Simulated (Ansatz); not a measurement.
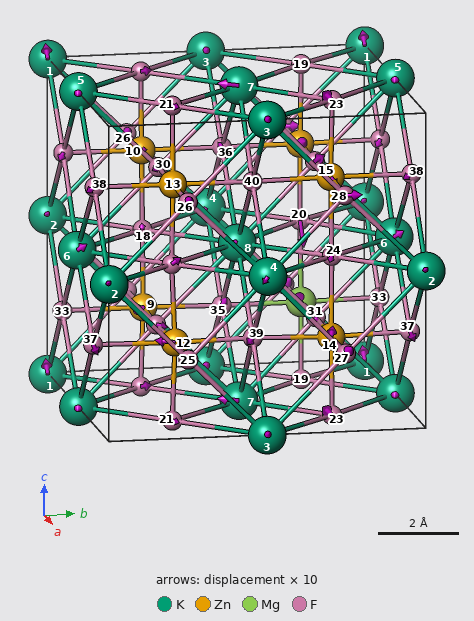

A relaxation of solid K8Zn7MgF24 (a generated structure, set up in P1). The starting structure is drawn; purple arrows show the displacements, 10 times their true length.

Style: ball-and-stick. Shown: the cell of the calculation, slightly off an axis.

These are results of DFT, PBEsol, PAW, plane waves in Ansatz, not measurements.

Input
```yaml
crystal:
  lattice:
    - [8.089888, 0.000000, 0.000000]
    - [0.000000, 8.089888, 0.000000]
    - [0.000000, 0.000000, 8.089888]
  atoms:
    - { symbol: K, position: [0.005057, 0.000447, 0.995765] }
    - { symbol: K, position: [0.001664, 0.000859, 0.499000] }
    - { symbol: K, position: [0.998547, 0.500081, 0.998887] }
    - { symbol: K, position: [0.000190, 0.501934, 0.502569] }
    - { symbol: K, position: [0.498169, 0.001450, 0.000855] }
    - { symbol: K, position: [0.499214, 0.997236, 0.497672] }
    - { symbol: K, position: [0.499937, 0.507512, 0.998561] }
    - { symbol: K, position: [0.500895, 0.502005, 0.499248] }
    - { symbol: Zn, position: [0.256623, 0.252231, 0.252532] }
    - { symbol: Zn, position: [0.250565, 0.248361, 0.749757] }
    - { symbol: Zn, position: [0.245698, 0.749646, 0.748138] }
    - { symbol: Zn, position: [0.753938, 0.256399, 0.249727] }
    - { symbol: Zn, position: [0.751236, 0.250375, 0.751400] }
    - { symbol: Zn, position: [0.753554, 0.749145, 0.246978] }
    - { symbol: Zn, position: [0.749157, 0.748365, 0.752972] }
    - { symbol: Mg, position: [0.246301, 0.752506, 0.245989] }
    - { symbol: F, position: [0.251467, 0.245745, 0.999973] }
    - { symbol: F, position: [0.249759, 0.251289, 0.497504] }
    - { symbol: F, position: [0.250791, 0.751963, 0.001721] }
    - { symbol: F, position: [0.249420, 0.748657, 0.505885] }
    - { symbol: F, position: [0.748503, 0.248855, 0.000487] }
    - { symbol: F, position: [0.751367, 0.246215, 0.497946] }
    - { symbol: F, position: [0.757273, 0.751486, 0.998688] }
    - { symbol: F, position: [0.748877, 0.751901, 0.501703] }
    - { symbol: F, position: [0.001690, 0.250725, 0.249534] }
    - { symbol: F, position: [0.997816, 0.249981, 0.748175] }
    - { symbol: F, position: [0.999171, 0.748201, 0.247470] }
    - { symbol: F, position: [0.997545, 0.745135, 0.748962] }
    - { symbol: F, position: [0.499351, 0.245708, 0.251282] }
    - { symbol: F, position: [0.501600, 0.252284, 0.750964] }
    - { symbol: F, position: [0.495990, 0.750922, 0.251841] }
    - { symbol: F, position: [0.503287, 0.746365, 0.749095] }
    - { symbol: F, position: [0.249655, 0.998909, 0.250832] }
    - { symbol: F, position: [0.248869, 0.001803, 0.751783] }
    - { symbol: F, position: [0.250680, 0.501496, 0.246817] }
    - { symbol: F, position: [0.251240, 0.501777, 0.749215] }
    - { symbol: F, position: [0.751312, 0.998543, 0.252914] }
    - { symbol: F, position: [0.751099, 0.003027, 0.752559] }
    - { symbol: F, position: [0.751212, 0.502176, 0.253468] }
    - { symbol: F, position: [0.751407, 0.501113, 0.749540] }
  symmetry: { detect: false }
kpoints:
  mp_grid: { grid: [1, 1, 1], shift: [0.25, 0.25, 0.25] }
hamiltonian:
  xc: pbesol
scf:
  occupations: { method: fermi_dirac, width: 0.01 }
relax:
  f_tol: 0.03
  max_steps: 80
  escape_saddle: false
  adjacent_minimum: "off"
  cell: { fix: [shape] }
output:
  forces: true
  eigenvalues: true
  populations: true
```

Launched with:
```bash
ansatz run in.yaml --threads 7 --pin off --max-ram 13300MiB --runs-dir r --events-out ev --progress --plain
```

What happened in the run?

After 3 geometry steps the energy has fallen by 4.1 meV per atom. The largest force component goes from 0.81 to 0.0068 eV/Å. Pressure: 0.21 GPa at the start and 0.01 GPa at the end. The largest move is that of F20, 0.072 Å roughly along −c. By element the largest moves are F 0.072 Å, K 0.059 Å, Zn 0.056 Å, Mg 0.050 Å. The cell stays as it was. Near-neighbour distances that change, for instance: Mg16–F20 2.103 → 2.000 Å, Zn11–F20 1.960 → 2.045 Å, K7–F29 2.944 → 2.868 Å, K1–F34 2.790 → 2.864 Å. Among the angles between lasting bonds that change: F21–Zn12–F22 175.5° → 179.9°, Zn9–F29–Zn12 176.1° → 179.6°, F22–Zn12–F37 86.9° → 90.0°. The space group (tolerance 0.01 Å) goes from P1 (No. 1) to R-3 (No. 148). The run took 17 s on 7 threads of Arm Neoverse-V2, peak memory 1.1 GiB.
